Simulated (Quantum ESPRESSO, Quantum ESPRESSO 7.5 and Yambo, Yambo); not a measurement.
# Beyond one shot: AlN (P6_3mc)

Aim: iterate the self-energy on AlN (P6_3mc) and follow the gap from cycle to cycle.

Program: Quantum ESPRESSO 7.5 and Yambo 5.3.0. Level of theory: PBE and many-body steps on it, plane waves. Results are calculated unless marked as measured.

The database entry behind the starting cell differs from later determinations by our own check (inner coordinate u about 0.002 short), so it need not match the best structure at ambient conditions.

## Step 1: The starting structure

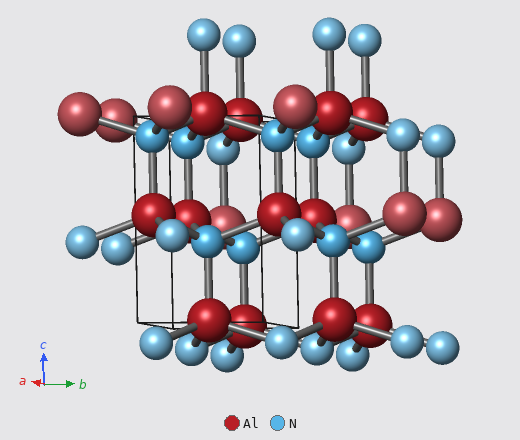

The starting structure, seen slightly off an axis (aluminium red, nitrogen blue). 2×2×1 cells are drawn. Some periodic images of atoms are drawn too.

The cell and positions come from the Crystallography Open Database and are kept as given unless a step says otherwise.

## Step 2: Empty states on the mesh, 3×3×4 mesh, 102 bands

This step: Quantum ESPRESSO 7.5; DFT, PBE, plane waves, norm-conserving pseudopotentials.

The sums over transitions need many empty states on a uniform mesh; this step solves for them.

The input, pw.in:

```
&control
  calculation = 'nscf'
  prefix = 'x'
  outdir = 'o'
  pseudo_dir = 'pseudo'
/
&system
  ibrav = 0
  nat = 4
  ntyp = 2
  ecutwfc = 72.0
  nbnd = 102
  force_symmorphic = .true.
/
&electrons
  conv_thr = 1e-9
  electron_maxstep = 80
  diago_full_acc = .true.
  diago_thr_init = 5e-6
/
ATOMIC_SPECIES
  Al 26.982 Al.upf
  N 14.007 N.upf
CELL_PARAMETERS angstrom
  3.1130000000 -0.0000000000 0.0000000000
  -1.5565000000 2.6959370820 0.0000000000
  0.0000000000 0.0000000000 4.9810000000
ATOMIC_POSITIONS crystal
  Al 0.3333333333 0.6666666667 0.0000000000
  Al 0.6666666667 0.3333333333 0.5000000000
  N 0.3333333333 0.6666666667 0.3800000000
  N 0.6666666667 0.3333333333 0.8800000000
K_POINTS automatic
  3 3 4 0 0 0
```

Command:

```sh
> OMP_NUM_THREADS=1 mpirun -n 4 pw.x -nk 4 -in pw.in > pw.out
```

The log of the run:

```text
Program PWSCF v.7.5 starts

     This program is part of the open-source Quantum ESPRESSO suite
     for quantum simulation of materials; please cite
         "P. Giannozzi et al., J. Phys.:Condens. Matter 21 395502 (2009);
         "P. Giannozzi et al., J. Phys.:Condens. Matter 29 465901 (2017);
         "P. Giannozzi et al., J. Chem. Phys. 152 154105 (2020);
     in publications or presentations arising from this work. More details at

     Atomic positions and unit cell read from directory:
     o/x.save/

     Message from routine setup:
[...]
k = 0.0000 0.0000-0.3125 (  2858 PWs)   bands (ev):

[...]
83.1862  83.1862  83.1862  83.1862  83.5835  83.5835  84.7854  84.7854
    84.7854  84.7854  88.4196  88.4196  88.4196  88.4196  89.1691  89.1691
    89.9779  89.9779  89.9779  89.9779  91.1373  91.1373

          k = 0.0000 0.3849 0.0000 (  2892 PWs)   bands (ev):

     [... further k-points ...]

     highest occupied, lowest unoccupied level (ev):     7.1067   11.3272

     XML data file, pseudopotentials, collected wavefunctions

=------------------------------------------------------------------------------=
   JOB DONE.
=------------------------------------------------------------------------------=
```

Wall time 7.5 s (4 MPI ranks of Arm Neoverse V1, shared host); peak memory 0.29 GiB.

This step gave:

- gap: 4.221 eV
- k of the valence top: 0, 0, 0
- k of the conduction bottom: 0, 0, 0
- least direct gap: 4.221 eV
- k points computed: 10
- lowest point of the top converged band, above the valence top: 84.0307 eV

On this mesh the gap is 4.221 eV.

The density comes from a self-consistent run that is not shown.

## Step 3: Conversion and set-up

This step: Yambo 5.3.0; conversion and set-up on PBE, plane waves, norm-conserving pseudopotentials.

The states are converted to the many-body program's format and the q mesh is built.

Command:

```sh
> (cd o/x.save; p2y > p2y.log; mv SAVE ../..); yambo > setup.log
```

The log of the run:

```text
 Yambo, version 5.3.0

 [02] CORE Variables Setup
 =========================

  [02.01] Unit cells
  ==================

  Cell kind             :  HCP
  Atoms in the cell     :  Al  N
  number of Al atoms    :  2
  number of N  atoms    :  2

  List of atomic masses
  Mass of Al    :  26.98200
  Mass of N     :  14.00700

  List of atomic coordinates    : [cc]
  Al1       : -0.29414E-09   3.3964       0.0000      order 1
  Al2       :  2.941359  1.698194  4.706363  order 2
  N1       : -0.29414E-09   3.3964       3.5768      order 3
[...]
IBZ Q-points                                      :  10
 BZ  Q-points                                      :   36

 K/Q-points units:
 rlu = crystal or reduced units; cc = cartesian coordinates; iku = interal k-units

 Q [ 1]         [rlu]:  0.000000  0.000000  0.000000
 Q [ 2]         [rlu]:  0.000000  0.000000  0.250000
 Q [ 3]         [rlu]:  0.000000  0.000000 -0.500000
[...]
Q [ 8]         [rlu]:  0.333333  0.333333  0.250000
 Q [ 9]         [rlu]:  0.333333  0.333333 -0.500000
 Q [10]         [rlu]:  0.40821E-19 -0.33333      0.25000

  [03.01] X indexes
  =================

   [03.01.01] Sigma indexes
   ========================

 [06] Game Over & Game summary
```

It took 2.1 s on 1 MPI rank; peak memory 0.23 GiB.

## Step 4: G0W0

G0W0 replaces the xc potential by the self-energy, built once from these orbitals. Only a window of levels is corrected, while the sums run over the empty bands that the input names.

This step: G0W0 on PBE, plane waves, norm-conserving pseudopotentials.

The input, gw1.in:

```
HF_and_locXC
gw0
dyson
ppa
em1d
rim_cut
RandQpts= 1000000
RandGvec= 1 RL
EXXRLvcs= 72 Ry
VXCRLvcs= 288 Ry
Chimod= "HARTREE"
% BndsRnXp
 1 | 102 |
%
NGsBlkXp= 9.5 Ry
% LongDrXp
 1 | 1 | 1 |
%
% GbndRnge
 1 | 102 |
%
DysSolver= "n"
ExtendOut
PPAPntXp= 27.21138 eV
% QPkrange
 1 | 10 | 3 | 14 |
%
```

Command:

```sh
> OMP_NUM_THREADS=1 mpirun -n 4 yambo -F gw1.in -J gw1 -C gw1 > gw1.log
```

The log of the run:

```text
 Yambo, version 5.3.0

 [02] CORE Variables Setup
 =========================

  [... cell, symmetries and grids as in the set-up ...]

  [02.05] Energies & Occupations
  ==============================

  [X] === General ===
  [X] Electronic Temperature                        :  0.000000  0.000000 [eV K]
  [X] Bosonic    Temperature                        :  0.000000  0.000000 [eV K]
  [X] Finite Temperature mode                       : no
  [X] El. density                                   :  0.38275E+24 [cm-3]
  [X] Fermi Level                                   :  7.106664 [eV]

  [X] === Gaps and Widths ===
  [X] Conduction Band Min                           :  4.220509 [eV]
  [X] Valence Band Max                              :  0.000000 [eV]
  [X] Filled Bands                                  :   8
  [X] Empty Bands                                   :    9  102
  [X] Direct Gap                                    :  4.220509 [eV]
  [X] Direct Gap localized at k                     :  1
  [X] Indirect Gap                                  :  4.220509 [eV]
  [X] Indirect Gap between kpts                     :  1  1
  [X] Last valence band width                       :  2.371270 [eV]
  [X] 1st conduction band width                     :  3.218767 [eV]

 [03] Transferred momenta grid and indexing
 ==========================================

 IBZ Q-points                                      :  10
 BZ  Q-points                                      :   36

 K/Q-points units:
 rlu = crystal or reduced units; cc = cartesian coordinates; iku = interal k-units

 Q [ 1]         [rlu]:  0.000000  0.000000  0.000000
 Q [ 2]         [rlu]:  0.000000  0.000000  0.250000
 Q [ 3]         [rlu]:  0.000000  0.000000 -0.500000
 Q [ 4]         [rlu]: -0.40821E-19  0.33333       0.0000
 Q [ 5]         [rlu]: -0.40821E-19  0.33333      0.25000
 Q [ 6]         [rlu]: -0.40821E-19  0.33333     -0.50000
 Q [ 7]         [rlu]:  0.333333  0.333333  0.000000
 Q [ 8]         [rlu]:  0.333333  0.333333  0.250000
 Q [ 9]         [rlu]:  0.333333  0.333333 -0.500000
 Q [10]         [rlu]:  0.40821E-19 -0.33333      0.25000

 [04] Coloumb potential Random Integration (RIM)
 ===============================================

  [04.01] RIM initialization
  ==========================

  * Diagonal components only detected *

  8 x (sBL volume)        :  0.195400 [a.u.]
  sBZ random points       :  1000000
  Points outside the sBZ  :   7994252
  RL volume               :  0.879301 [a.u.]
  Integrated volume       :  0.879933 [a.u.]

  [04.02] RIM integrals
  =====================

  Gamma point sphere radius             :  0.105259 [a.u.]
  Points outside the sphere             :   811608
  [Int_sBZ(q=0) 1/q^2]*(Vol_sBZ)^(-1/3) =:  7.236165
                                 should be <:  7.795600

  Summary of Coulomb integrals for non-metallic bands |Q|[au] RIM/Bare

  Q [1] 0.100000E-4 0.928237 * Q [2] 0.166880 0.646012
  Q [3] 0.333760 0.872534 * Q [4] 0.411102 1.143679
  Q [10] 0.443682 1.087027 * Q [5] 0.443682 1.086663
  Q [6] 0.529529 1.022105 * Q [7] 0.712050 1.044470
  Q [8] 0.731344 1.037865 * Q [9] 0.786391 1.024498

 [05] Dipoles
 ============

  [05.01] Setup: observables and procedures
  =========================================

  [WARNING] [x,Vnl] slows the Dipoles computation. To neglect it rename the ns.kb_pp file

 [06] Dynamic Dielectric Matrix (PPA)
 ====================================

 [WR./gw1//ndb.pp]---------------------------------------------------------------
  Brillouin Zone Q/K grids (IBZ/BZ)                :   10   36   10   36
  RL vectors                                       :   3777 [WF]
  Coulomb cutoff potential                         : none
  Electronic Temperature                           :  0.000000 [K]
  Bosonic    Temperature                           :  0.000000 [K]
  PPA    diel. fun.  energies                      : Perdew, Burke & Ernzerhof(X)+Perdew, Burke & Ernzerhof(C)
[...]
X band range                                     :    1  102
  X e/h energy range                               : -1.000000 -1.000000 [eV]
  X Time ordering                                  : R
  X Hxc Kernel                                     : HARTREE
  X Drude frequency                                :  0.000000  0.000000
  X poles                                          :  100.0000 [o/o]
  RL vectors in the sum                            :   3777
  [r,Vnl] included                                 : yes
  Field direction                                  :  0.577350E-5  0.577350E-5  0.577350E-5
  BZ energy Double Grid                            : no
  BZ energy DbGd points                            : 0
  BZ Q point size factor                           : -1.000000
  X Optical Averaged directions                    : none

 [07] Local Exchange-Correlation + Non-Local Fock
 ================================================

 [VXC] Plane waves :  23187
 [EXS] Plane waves :  2875

 QP @ state[ 1 ] K range:   1  10
 QP @ state[ 1 ] b range:   3  14

 [xc] Functional : Perdew, Burke & Ernzerhof(X)+Perdew, Burke & Ernzerhof(C)
 [xc] LIBXC used to calculate xc functional
  PP Number of Atomic Species                      :  2
  NLCC RL compoments                               :  23187
  PP Number of Atomic Species                      :  2
  NLCC RL compoments                               :  23187

 [xc] E_xc :  -6.931593 [Ha]
      E_xc :  -13.86319 [Ry]

  Local XC kind (lXC) : Perdew, Burke & Ernzerhof(X)+Perdew, Burke & Ernzerhof(C)
  Non-Local XC kind (nlXC) : Hartree-Fock

  Corrections @ K [1] :  [eV]
 <3|nlXC|3> = -18.50954  0.10042E-16 <3|lXC|3> = -12.68621  0.18882E-15
 <4|nlXC|4> = -20.90314  0.36538E-16 <4|lXC|4> = -16.48961 -0.42418E-23
 <5|nlXC|5> = -20.90284 -0.22399E-16 <5|lXC|5> = -16.48961  0.12788E-23
 <6|nlXC|6> = -21.12511  0.25547E-16 <6|lXC|6> = -16.99289  0.16405E-22
 <7|nlXC|7> = -21.12511 -0.45541E-17 <7|lXC|7> = -16.99289 -0.14938E-23
 <8|nlXC|8> = -20.86447  0.20520E-16 <8|lXC|8> = -17.08523  0.21215E-21
[...]
Corrections @ K [2] :  [eV]
[...]
Corrections @ K [3] :  [eV]
[...]
Corrections @ K [4] :  [eV]
[...]
Corrections @ K [5] :  [eV]
[...]
[... 4 further k-points ...]
  Corrections @ K [10] :  [eV]
[...]
<12|nlXC|12> = -5.319749 -0.15165E-17 <12|lXC|12> = -11.14118  0.18882E-15
 <13|nlXC|13> = -5.821700  0.45643E-18 <13|lXC|13> = -12.09921  0.47198E-16
 <14|nlXC|14> = -4.133731 -0.35919E-17 <14|lXC|14> = -9.985946  0.47204E-16

  [07.01] Hartree-Fock occupations report
  =======================================

  [Hartree-Fock] === General ===
  [Hartree-Fock] Electronic Temperature             :  0.000000  0.000000 [eV K]
  [Hartree-Fock] Bosonic    Temperature             :  0.000000  0.000000 [eV K]
  [Hartree-Fock] Finite Temperature mode            : no
  [Hartree-Fock] El. density                        :  0.38275E+24 [cm-3]
  [Hartree-Fock] Fermi Level                        :  7.106664 [eV]

  [Hartree-Fock] === Gaps and Widths ===
  [Hartree-Fock] Conduction Band Min                :  8.858121 [eV]
  [Hartree-Fock] Valence Band Max                   : -3.779240 [eV]
  [Hartree-Fock] Filled Bands                       :   8
  [Hartree-Fock] Empty Bands                        :    9  102
  [Hartree-Fock] Direct Gap                         :  12.63736 [eV]
  [Hartree-Fock] Direct Gap localized at k          :  1
  [Hartree-Fock] Indirect Gap                       :  12.63736 [eV]
  [Hartree-Fock] Indirect Gap between kpts          :  1  1
  [Hartree-Fock] Last valence band width            :  3.268973 [eV]
  [Hartree-Fock] 1st conduction band width          :  3.860562 [eV]

 [08] Dyson equation: Newton solver
 ==================================

  [08.01] G0W0 (W PPA)
  ====================

  [  GW  ] Bands range     :    1  102
  [GW/PPA] G damping       :  0.100000 [eV]

  QP @ state[ 1 ] K range:   1  10
  QP @ state[ 1 ] b range:   3  14

   Sc/G bands                                       :    1  102
   Sc/G damping                                     :  0.100000 ev
   Sc bands terminator                              : no
   Sx RL components                                 :  2875

   QP @ state[ 1 ] K range                          :   1  10
   QP @ state[ 1 ] b range                          :   3  14
   GF energies kind                                 : Perdew, Burke & Ernzerhof(X)+Perdew, Burke & Ernzerhof(C)
   GF WF`s kind                                     : Perdew, Burke & Ernzerhof(X)+Perdew, Burke & Ernzerhof(C)
   Xs energies kind                                 : Perdew, Burke & Ernzerhof(X)+Perdew, Burke & Ernzerhof(C)
   Xs WF`s kind                                     : Perdew, Burke & Ernzerhof(X)+Perdew, Burke & Ernzerhof(C)

 [11] Game Over & Game summary
```

Wall time 2.2 min (4 MPI ranks); peak memory 1.4 GiB.

Numbers from this step:

| Property | Result |
| --- | --- |
| G0W0 gap on the mesh | 5.503 eV |
| starting gap on the mesh | 4.221 eV |
| k of the valence top | 0, 0, 0 |
| k of the conduction bottom | 0, 0, 0 |
| least direct G0W0 gap on the computed points | 5.503 eV |
| Z at the valence top | 0.7961 |
| Z at the conduction bottom | 0.8217 |

The gap on the mesh goes from 4.22 eV to 5.50 eV, a correction of +1.28 eV.

## Step 5: evGW0, cycle 1

This step: evGW0 on PBE, plane waves, norm-conserving pseudopotentials.

gw2.in, as its differences from gw1.in of step 4:

```diff
@@ -27 +27,2 @@
 %
+GfnQPdb= "E < ./gw1/ndb.QP"
```

Command:

```sh
> OMP_NUM_THREADS=1 mpirun -n 4 yambo -F gw2.in -J gw2,gw1_W -C gw2 > gw2.log
```

The log of the run:

```text
 Yambo, version 5.3.0

 [02] CORE Variables Setup
 =========================

  [... cell, symmetries and grids as in the set-up ...]

  [02.05] Energies & Occupations
  ==============================

  [X] === General ===
  [X] Electronic Temperature                        :  0.000000  0.000000 [eV K]
  [X] Bosonic    Temperature                        :  0.000000  0.000000 [eV K]
  [X] Finite Temperature mode                       : no
  [X] El. density                                   :  0.38275E+24 [cm-3]
  [X] Fermi Level                                   :  7.106664 [eV]

  [X] === Gaps and Widths ===
  [X] Conduction Band Min                           :  4.220509 [eV]
  [X] Valence Band Max                              :  0.000000 [eV]
  [X] Filled Bands                                  :   8
  [X] Empty Bands                                   :    9  102
  [X] Direct Gap                                    :  4.220509 [eV]
  [X] Direct Gap localized at k                     :  1
  [X] Indirect Gap                                  :  4.220509 [eV]
  [X] Indirect Gap between kpts                     :  1  1
  [X] Last valence band width                       :  2.371270 [eV]
  [X] 1st conduction band width                     :  3.218767 [eV]

 [03] Transferred momenta grid and indexing
 ==========================================

 IBZ Q-points                                      :  10
 BZ  Q-points                                      :   36

 K/Q-points units:
 rlu = crystal or reduced units; cc = cartesian coordinates; iku = interal k-units

 Q [ 1]         [rlu]:  0.000000  0.000000  0.000000
 Q [ 2]         [rlu]:  0.000000  0.000000  0.250000
 Q [ 3]         [rlu]:  0.000000  0.000000 -0.500000
[...]
[G+QP] Direct Gap                                 :  5.502544 [eV]
  [G+QP] Direct Gap localized at k                  :  1
  [G+QP] Indirect Gap                               :  5.502544 [eV]
  [G+QP] Indirect Gap between kpts                  :  1  1
  [G+QP] Last valence band width                    :  2.800479 [eV]
  [G+QP] 1st conduction band width                  :  3.388625 [eV]

  [coarse-grid] Minimum Bare Gap        [ev]:  4.220509
  [coarse-grid] Minimum Gap Correction  [ev]:  1.282034

  Eqp @ K [ 1]
  -17.22620 -14.79357  -6.78750  -1.05163  -1.05112  -0.27027  -0.27034   0.00000
    5.50254   7.96497  12.52395  12.45968  12.45985  14.49037  14.86890  14.86890
  Eqp @ K [ 2]
  -16.95819 -15.28487  -5.90479  -1.38693  -0.94397  -0.94336  -0.39037  -0.39117
[...]
Eqp @ K [ 3]
[...]
Eqp @ K [ 8]
[...]
Eqp @ K [ 9]
[...]
8.89117   8.89110   9.14513   9.14524  13.86577  13.86560  15.62019  15.62019
    6.85487   7.90098  10.40244  11.66106  12.85879  13.32397  14.03747  15.89286

 [07] Dipoles
 ============

  [07.01] Setup: observables and procedures
  =========================================

 [08] Dynamic Dielectric Matrix (PPA)
 ====================================

   Sc/G bands                                       :    1  102
   Sc/G damping                                     :  0.100000 ev
   Sc bands terminator                              : no
   Sx RL components                                 :  2875

   QP @ state[ 1 ] K range                          :   1  10
   QP @ state[ 1 ] b range                          :   3  14
   GF energies kind                                 : Perdew, Burke & Ernzerhof(X)+Perdew, Burke & Ernzerhof(C)+ E < ./gw1/ndb.QP + @E Fit
   GF WF`s kind                                     : Perdew, Burke & Ernzerhof(X)+Perdew, Burke & Ernzerhof(C)
   Xs energies kind                                 : Perdew, Burke & Ernzerhof(X)+Perdew, Burke & Ernzerhof(C)
   Xs WF`s kind                                     : Perdew, Burke & Ernzerhof(X)+Perdew, Burke & Ernzerhof(C)

 [13] Game Over & Game summary
```

It took 2 min on 4 MPI ranks; peak memory 1.4 GiB.

This step gave:

```yaml
quasiparticle_gap_on_the_mesh: 5.675 eV
gap_of_the_density_functional_on_the_mesh: 4.221 eV
k_of_the_valence_top: 0, 0, 0
k_of_the_conduction_bottom: 0, 0, 0
least_direct_quasiparticle_gap_on_the_computed_points: 5.675 eV
z_at_the_valence_top: 0.8013
z_at_the_conduction_bottom: 0.8349
```

Against G0W0 in Yambo (3×3×4 mesh, 102 bands, screening to 129.3 eV, Godby-Needs plasmon pole), the gap moves by +0.172 eV.

The program's own table gives 5.887 eV, which is too large where the input levels are shifted: this version takes Σc at the unshifted level E₀, yet steps from the shifted one. The value above is the Newton step from E₀, E₀ + Z(Σc + Σx − Vxc), rebuilt from the printed columns.

## Step 6: evGW0, cycle 2

The corrected levels of the last cycle go back in.

gw3.in, as its differences from gw2.in of step 5:

```diff
@@ -27,2 +27,2 @@
 %
-GfnQPdb= "E < ./gw1/ndb.QP"
+GfnQPdb= "E < ./gw2_fix/ndb.QP"
```

Command:

```sh
> OMP_NUM_THREADS=1 mpirun -n 4 yambo -F gw3.in -J gw3,gw1_W -C gw3 > gw3.log
```

The log of the run:

```text
 Yambo, version 5.3.0

 [02] CORE Variables Setup
 =========================

  [... cell, symmetries and grids as in the set-up ...]

  [02.05] Energies & Occupations
  ==============================

  [X] === General ===
  [X] Electronic Temperature                        :  0.000000  0.000000 [eV K]
  [X] Bosonic    Temperature                        :  0.000000  0.000000 [eV K]
  [X] Finite Temperature mode                       : no
  [X] El. density                                   :  0.38275E+24 [cm-3]
[...]
Sx RL components                                 :  2875

   QP @ state[ 1 ] K range                          :   1  10
   QP @ state[ 1 ] b range                          :   3  14
   GF energies kind                                 : Perdew, Burke & Ernzerhof(X)+Perdew, Burke & Ernzerhof(C)+ E < ./gw1/ndb.QP + @E Fit+ E < ./gw2_fix/
   GF WF`s kind                                     : Perdew, Burke & Ernzerhof(X)+Perdew, Burke & Ernzerhof(C)
   Xs energies kind                                 : Perdew, Burke & Ernzerhof(X)+Perdew, Burke & Ernzerhof(C)
   Xs WF`s kind                                     : Perdew, Burke & Ernzerhof(X)+Perdew, Burke & Ernzerhof(C)

 [13] Game Over & Game summary
```

The job ended after 2 min (4 MPI ranks; peak memory 1.4 GiB; 7.8 min of CPU time).

This step gave:

* quasiparticle gap on the mesh: 5.698 eV
* gap of the density functional on the mesh: 4.221 eV
* k of the valence top: 0, 0, 0
* k of the conduction bottom: 0, 0, 0
* least direct quasiparticle gap on the computed points: 5.698 eV

Against the cycle before, the gap moves by +0.023 eV.

The program's own table gives 5.935 eV, which is too large where the input levels are shifted: this version takes Σc at the unshifted level E₀, yet steps from the shifted one. The value above is the Newton step from E₀, E₀ + Z(Σc + Σx − Vxc), rebuilt from the printed columns.

(Part 1 of 2 ends here.)

[Paths, hosts, dates, memory and timing lines, banners, echoed tables and standing remarks are left out of the program output.]

[Logs are printed without paths, hosts, clocks, repeated set-up lines and the standing remarks that a program may print on its own settings, such as how far it seeks lower states.]

[Runs of the session that timed out or met a known fault of the program may be left out.]

[Hosts, paths, dates, database ids (printed as entryN), source tags and the programs' standing remarks are cut or masked in the printed files.]
